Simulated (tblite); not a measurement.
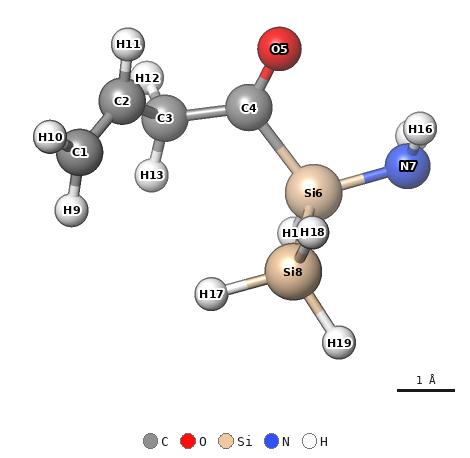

Figure 1. The structure as given in the input (ball-and-stick view, seen at a tilt; atoms are numbered from 1 in the order of the input).

Run report: C$_{4}$H$_{11}$NOSi$_{2}$, geometry relaxation (part 1 of 3)

C$_{4}$H$_{11}$NOSi$_{2}$, computed with GFN2-xTB geometry optimisation, gas phase (tblite 0.8.0).

It belongs to a series of runs on one base structure; here: H on C replaced by vinyl.

Output
```
step      E/eV     max force
  0    -668.17358    1.394
  1    -668.24696    0.852
  2    -668.30331    0.470
  3    -668.31970    0.277
  4    -668.33180    0.256
  5    -668.34009    0.259
  6    -668.34640    0.244
  7    -668.35201    0.231
  8    -668.35609    0.159
  9    -668.35909    0.151
 10    -668.36188    0.136
 11    -668.36536    0.153
 12    -668.36950    0.166
 13    -668.37240    0.131
 14    -668.37399    0.086
 15    -668.37512    0.066
 16    -668.37640    0.119
 17    -668.37787    0.139
 18    -668.37930    0.105
 19    -668.38064    0.086
 20    -668.38206    0.102
 21    -668.38368    0.127
 22    -668.38531    0.126
 23    -668.38657    0.088
 24    -668.38740    0.076
 25    -668.38804    0.065
 26    -668.38866    0.072
 27    -668.38929    0.062
 28    -668.38992    0.053
 29    -668.39058    0.069
 30    -668.39137    0.082
 31    -668.39229    0.068
 32    -668.39320    0.070
 33    -668.39388    0.055
 34    -668.39435    0.045
 35    -668.39473    0.040
 36    -668.39509    0.047
 37    -668.39539    0.038
 38    -668.39560    0.036
 39    -668.39577    0.038
 40    -668.39598    0.043
 41    -668.39628    0.051
 42    -668.39666    0.040
 43    -668.39696    0.043
 44    -668.39719    0.037
 45    -668.39745    0.048
 46    -668.39784    0.057
 47    -668.39833    0.054
 48    -668.39876    0.045
 49    -668.39904    0.040
 50    -668.39925    0.039
 51    -668.39946    0.035
 52    -668.39971    0.045
 53    -668.40002    0.044
 54    -668.40038    0.056
 55    -668.40080    0.056
 56    -668.40130    0.066
 57    -668.40184    0.070
 58    -668.40243    0.087
 59    -668.40291    0.085
 60    -668.40366    0.054
 61    -668.40437    0.053
 62    -668.40474    0.055
 63    -668.40544    0.059
 64    -668.40619    0.075
 65    -668.40660    0.052
 66    -668.40687    0.106
 67    -668.40716    0.050
 68    -668.40762    0.044
 69    -668.40818    0.055
 70    -668.40878    0.070
 71    -668.40922    0.065
 72    -668.40981    0.077
 73    -668.41037    0.066
 74    -668.41046    0.184
 75    -668.41119    0.092
 76    -668.41155    0.058
 77    -668.41213    0.061
 78    -668.41252    0.118
 79    -668.41318    0.156
 80    -668.41423    0.149
 81    -668.41537    0.180
 82    -668.41691    0.150
 83    -668.41473    0.504
 84    -668.41893    0.062
 85    -668.41982    0.066
 86    -668.41992    0.426
 87    -668.42186    0.051
 88    -668.42267    0.066
 89    -668.41588    0.775
 90    -668.42439    0.056
 91    -668.42545    0.056
 92    -668.40973    1.081
 93    -668.42766    0.057
 94    -668.42905    0.062
 95    -668.42151    0.830
 96    -668.43183    0.062
 97    -668.43312    0.070
 98    -668.43432    0.325
 99    -668.43564    0.109
100    -668.43640    0.073
101    -668.43862    0.059
102    -668.43909    0.054
103    -668.43954    0.058
104    -668.44000    0.044
105    -668.44050    0.052
106    -668.44099    0.053
107    -668.44157    0.065
108    -668.44234    0.053
109    -668.44301    0.080
110    -668.44359    0.059
111    -668.44404    0.098
112    -668.44444    0.042
113    -668.44490    0.099
114    -668.44543    0.085
115    -668.44579    0.071
116    -668.44627    0.046
117    -668.44691    0.070
118    -668.44755    0.071
119    -668.44804    0.045
120    -668.44840    0.041
121    -668.44880    0.044
122    -668.44933    0.059
123    -668.45001    0.074
124    -668.45075    0.083
125    -668.45142    0.070
126    -668.45190    0.054
127    -668.45228    0.048
128    -668.45271    0.054
129    -668.45323    0.047
130    -668.45372    0.050
131    -668.45413    0.048
132    -668.45442    0.056
133    -668.45468    0.069
134    -668.45497    0.041
135    -668.45547    0.038
136    -668.45572    0.039
137    -668.45622    0.050
138    -668.45665    0.056
139    -668.45708    0.051
140    -668.45739    0.036
141    -668.45762    0.031
142    -668.45781    0.039
143    -668.45796    0.033
144    -668.45806    0.021
145    -668.45814    0.024
146    -668.45821    0.029
147    -668.45828    0.024
148    -668.45836    0.022
149    -668.45845    0.026
150    -668.45854    0.025
151    -668.45865    0.024
152    -668.45879    0.029
153    -668.45893    0.030
154    -668.45907    0.026
155    -668.45923    0.028
156    -668.45941    0.028
157    -668.45963    0.039
158    -668.45984    0.035
159    -668.46001    0.033
160    -668.46015    0.031
161    -668.46028    0.024
162    -668.46039    0.024
163    -668.46048    0.024
164    -668.46057    0.023
165    -668.46069    0.029
166    -668.46086    0.033
167    -668.46108    0.038
168    -668.46124    0.032
169    -668.46135    0.032
170    -668.46146    0.033
171    -668.46157    0.036
172    -668.46168    0.029
173    -668.46177    0.024
174    -668.46187    0.021
175    -668.46196    0.025
176    -668.46206    0.027
177    -668.46219    0.027
178    -668.46234    0.031
179    -668.46253    0.030
180    -668.46274    0.043
181    -668.46299    0.050
182    -668.46329    0.046
183    -668.46361    0.045
184    -668.46392    0.032
185    -668.46417    0.028
186    -668.46432    0.035
187    -668.46440    0.027
188    -668.46450    0.022
189    -668.46461    0.023
190    -668.46470    0.029
191    -668.46479    0.030
192    -668.46485    0.024
193    -668.46490    0.014
194    -668.46494    0.013
195    -668.46498    0.013
196    -668.46501    0.014
197    -668.46504    0.015
198    -668.46507    0.015
199    -668.46511    0.013
200    -668.46516    0.016
201    -668.46521    0.016
202    -668.46525    0.015
203    -668.46528    0.012
204    -668.46530    0.012
205    -668.46534    0.015
206    -668.46538    0.016
207    -668.46542    0.014
208    -668.46547    0.016
209    -668.46555    0.020
210    -668.46567    0.026
211    -668.46586    0.036
212    -668.46606    0.035
213    -668.46621    0.024
214    -668.46630    0.021
215    -668.46637    0.022
216    -668.46643    0.021
217    -668.46649    0.020
218    -668.46653    0.016
219    -668.46657    0.015
220    -668.46660    0.017
221    -668.46662    0.016
222    -668.46664    0.012
223    -668.46666    0.008
```

Trajectory as extended XYZ (Å, eV, eV/Å), 26 of the 224 frames kept, from step=0 to step=223
```
19
Properties=species:S:1:pos:R:3:forces:R:3 step=0 energy=-668.17358
C    -2.9314    0.2723    0.0216    0.1970   0.3960  -0.5320
C    -2.0662    0.4216   -0.9879   -0.5340  -0.5450   0.8490
C    -0.9550   -0.5600   -1.2848   -0.7640   0.3580  -0.3080
C     0.3718    0.1438   -1.1533    0.4970  -0.5890   0.0980
O     0.7376    1.0985   -1.8026   -0.4730   0.2950  -0.3470
Si    1.6009   -0.5114    0.1393   -0.2180  -0.7270   1.1690
N     3.2144    0.0291   -0.1678   -0.4590   0.4020  -0.4540
Si    0.7758    0.1637    2.2093    0.0110  -0.1090   0.0520
H    -2.9153   -0.5805    0.6958    0.0350   0.2820  -0.2540
H    -3.7163    1.0203    0.1933    0.4740  -0.4890  -0.0440
H    -2.1357    1.2906   -1.6258    0.1380  -0.0590  -0.0500
H    -1.0597   -0.9082   -2.3210    0.0410   0.1460   0.0370
H    -1.0250   -1.4400   -0.6354    0.1520   0.2920   0.0220
H     1.6807   -1.9940    0.0777   -0.0640   0.2390  -0.1790
H     3.5205   -0.3670   -1.0458    0.4680  -0.0650  -0.0590
H     3.1708    1.0314   -0.3372    0.4000   0.0040   0.1600
H    -0.5928   -0.4043    2.4020    0.4270   0.2280   0.0090
H     0.6871    1.6367    2.2938   -0.0420  -0.2430   0.1010
H     1.6281   -0.3334    3.3214   -0.2870   0.1840  -0.2690
19
Properties=species:S:1:pos:R:3:forces:R:3 step=9 energy=-668.35909
C    -2.9285    0.2784    0.0137    0.0000  -0.0020   0.0210
C    -2.0759    0.4130   -0.9847   -0.0330   0.0070  -0.0540
C    -0.9891   -0.5625   -1.2956    0.0020   0.0090   0.0130
C     0.3653    0.1076   -1.1511   -0.0370  -0.0360  -0.0710
O     0.6738    1.0754   -1.8126   -0.0190   0.0480  -0.0340
Si    1.5854   -0.5530    0.1757    0.0670   0.0690   0.0520
N     3.1511    0.0534   -0.2316    0.0650  -0.0630   0.0730
Si    0.7840    0.1687    2.2190    0.0030   0.0100   0.0020
H    -2.9049   -0.5720    0.6761    0.0080  -0.0040  -0.0220
H    -3.6972    1.0060    0.2015   -0.0190   0.0420   0.0310
H    -2.1128    1.2781   -1.6353    0.0060  -0.0400   0.0330
H    -1.0742   -0.8778   -2.3396   -0.0460  -0.0680   0.0430
H    -1.0279   -1.4234   -0.6267   -0.0980  -0.0410  -0.1070
H     1.6737   -2.0150    0.0294    0.0050   0.0500  -0.0730
H     3.6057   -0.3664   -1.0298    0.0470   0.0250   0.0230
H     3.2490    1.0558   -0.3034    0.0110  -0.0220   0.0340
H    -0.5669   -0.3754    2.4260    0.0580   0.0430   0.0290
H     0.6736    1.6294    2.3270    0.0120  -0.0740   0.0240
H     1.6061   -0.3112    3.3344   -0.0290   0.0470  -0.0160
19
Properties=species:S:1:pos:R:3:forces:R:3 step=18 energy=-668.37930
C    -2.9307    0.2830    0.0135    0.0180  -0.0050   0.0320
C    -2.0856    0.4091   -0.9929   -0.0510  -0.0250  -0.0330
C    -1.0134   -0.5836   -1.3156   -0.0420   0.0130   0.0380
C     0.3425    0.0934   -1.1674   -0.0560   0.0030  -0.0890
O     0.6246    1.0649   -1.8359    0.0600   0.0400  -0.0260
Si    1.5930   -0.5339    0.1605   -0.0480   0.0270   0.0050
N     3.1809    0.0460   -0.2009   -0.0410   0.0080   0.0170
Si    0.7998    0.1722    2.2173   -0.0110   0.0290   0.0260
H    -2.9088   -0.5734    0.6677    0.0010  -0.0180   0.0000
H    -3.6867    1.0192    0.2262    0.0240   0.0210  -0.0260
H    -2.1149    1.2773   -1.6387    0.0140  -0.0280   0.0190
H    -1.1142   -0.9026   -2.3584    0.0130   0.0270   0.0620
H    -1.0763   -1.4503   -0.6576    0.0100  -0.0290  -0.0180
H     1.6785   -1.9862   -0.0397    0.0100  -0.0440  -0.0050
H     3.6620   -0.3606   -0.9910   -0.0110  -0.0030   0.0400
H     3.2973    1.0476   -0.2463    0.0320   0.0110   0.0450
H    -0.5506   -0.3562    2.4524    0.0250  -0.0080  -0.0200
H     0.6831    1.6287    2.3502    0.0250  -0.0100  -0.0300
H     1.6099   -0.2854    3.3492    0.0280  -0.0090  -0.0360
19
Properties=species:S:1:pos:R:3:forces:R:3 step=27 energy=-668.38929
C    -2.9339    0.2813    0.0241    0.0250   0.0050   0.0040
C    -2.1012    0.3945   -0.9938    0.0000   0.0030  -0.0190
C    -1.0320   -0.5942   -1.3309   -0.0180  -0.0050   0.0050
C     0.3217    0.0959   -1.1987   -0.0220  -0.0290  -0.0500
O     0.6002    1.0569   -1.8831    0.0170  -0.0030  -0.0050
Si    1.5659   -0.5205    0.1424   -0.0090   0.0300  -0.0080
N     3.1648    0.0506   -0.1577    0.0400  -0.0090   0.0120
Si    0.8124    0.1815    2.2083   -0.0260   0.0180   0.0320
H    -2.9222   -0.5783    0.6743   -0.0030   0.0110   0.0180
H    -3.6672    1.0397    0.2397   -0.0090  -0.0370   0.0030
H    -2.1270    1.2645   -1.6354    0.0000   0.0180  -0.0070
H    -1.1418   -0.9111   -2.3723    0.0030   0.0300   0.0150
H    -1.0826   -1.4668   -0.6796    0.0240  -0.0030   0.0140
H     1.6828   -1.9679   -0.0786   -0.0320  -0.0470   0.0050
H     3.6763   -0.3631   -0.9221    0.0280   0.0150  -0.0250
H     3.3406    1.0434   -0.1524   -0.0270   0.0070   0.0330
H    -0.5309   -0.3571    2.4541    0.0080   0.0220   0.0180
H     0.7154    1.6406    2.3345   -0.0040  -0.0280  -0.0070
H     1.6490   -0.2805    3.3198    0.0030   0.0010  -0.0360
19
Properties=species:S:1:pos:R:3:forces:R:3 step=36 energy=-668.39509
C    -2.9290    0.2799    0.0354    0.0000  -0.0070  -0.0090
C    -2.1055    0.3920   -0.9905    0.0240   0.0050   0.0100
C    -1.0374   -0.5940   -1.3405   -0.0040  -0.0020  -0.0070
C     0.3209    0.0913   -1.2342   -0.0120   0.0050   0.0010
O     0.5977    1.0404   -1.9355    0.0310  -0.0120   0.0020
Si    1.5534   -0.5217    0.1208   -0.0300   0.0300  -0.0010
N     3.1650    0.0407   -0.1234    0.0070   0.0050  -0.0020
Si    0.8113    0.1860    2.1892   -0.0150   0.0180   0.0410
H    -2.9129   -0.5747    0.6919    0.0250  -0.0090   0.0000
H    -3.6713    1.0296    0.2504    0.0150  -0.0060  -0.0040
H    -2.1376    1.2596   -1.6354   -0.0190   0.0150   0.0020
H    -1.1657   -0.9048   -2.3811   -0.0010  -0.0080   0.0060
H    -1.0704   -1.4679   -0.6896   -0.0190   0.0010   0.0050
H     1.6432   -1.9735   -0.0853    0.0060  -0.0330  -0.0170
H     3.7025   -0.3297   -0.8922   -0.0110  -0.0100  -0.0260
H     3.3402    1.0314   -0.0564    0.0010   0.0120   0.0240
H    -0.5279   -0.3382    2.4823    0.0230   0.0100  -0.0040
H     0.7270    1.6455    2.3192   -0.0030  -0.0230  -0.0090
H     1.6869   -0.2826    3.2676   -0.0170   0.0090  -0.0130
19
Properties=species:S:1:pos:R:3:forces:R:3 step=45 energy=-668.39745
C    -2.9153    0.2742    0.0400   -0.0140   0.0130   0.0060
C    -2.1027    0.3980   -0.9927    0.0000  -0.0090   0.0120
C    -1.0405   -0.5907   -1.3491    0.0020  -0.0030  -0.0130
C     0.3230    0.0839   -1.2477    0.0020   0.0150   0.0040
O     0.6176    1.0166   -1.9635   -0.0070  -0.0120  -0.0120
Si    1.5431   -0.5236    0.1191   -0.0340   0.0150  -0.0130
N     3.1556    0.0374   -0.1139    0.0160  -0.0100   0.0190
Si    0.8092    0.1914    2.1861   -0.0160   0.0070   0.0450
H    -2.8818   -0.5805    0.6956    0.0060  -0.0040  -0.0020
H    -3.6625    1.0167    0.2593   -0.0080   0.0080   0.0320
H    -2.1535    1.2685   -1.6324    0.0180  -0.0090  -0.0210
H    -1.1786   -0.9085   -2.3857    0.0090   0.0100  -0.0170
H    -1.0818   -1.4604   -0.6925    0.0130  -0.0010  -0.0030
H     1.6285   -1.9739   -0.1034    0.0140  -0.0320   0.0080
H     3.6883   -0.3075   -0.8975   -0.0090   0.0160  -0.0270
H     3.3464    1.0199    0.0074    0.0080  -0.0050  -0.0010
H    -0.5268   -0.3260    2.4996    0.0090  -0.0030  -0.0100
H     0.7257    1.6511    2.3094    0.0060  -0.0130  -0.0050
H     1.6965   -0.2773    3.2544   -0.0140   0.0160  -0.0010
19
Properties=species:S:1:pos:R:3:forces:R:3 step=54 energy=-668.40038
C    -2.8985    0.2720    0.0482    0.0160   0.0290   0.0250
C    -2.1006    0.4036   -0.9955    0.0120  -0.0300   0.0220
C    -1.0419   -0.5870   -1.3602    0.0070  -0.0050  -0.0260
C     0.3256    0.0802   -1.2603    0.0120  -0.0200  -0.0030
O     0.6379    0.9852   -2.0033    0.0010  -0.0150   0.0360
Si    1.5304   -0.5266    0.1260   -0.0190   0.0310  -0.0430
N     3.1481    0.0234   -0.1062    0.0090   0.0260  -0.0160
Si    0.8003    0.1946    2.1928   -0.0060   0.0050   0.0240
H    -2.8428   -0.5866    0.6979   -0.0070   0.0050  -0.0030
H    -3.6444    1.0077    0.2945    0.0000   0.0070  -0.0130
H    -2.1581    1.2701   -1.6412   -0.0020  -0.0180   0.0260
H    -1.1842   -0.8966   -2.3985    0.0040  -0.0040  -0.0210
H    -1.0821   -1.4603   -0.7076   -0.0010   0.0130  -0.0140
H     1.6234   -1.9770   -0.1045   -0.0140  -0.0100   0.0150
H     3.6417   -0.2652   -0.9379   -0.0070   0.0110   0.0010
H     3.3558    0.9943    0.0729    0.0070  -0.0240   0.0060
H    -0.5345   -0.3226    2.5117    0.0160   0.0040  -0.0070
H     0.7223    1.6561    2.2984   -0.0090  -0.0090  -0.0010
H     1.6918   -0.2562    3.2652   -0.0160   0.0050  -0.0090
```
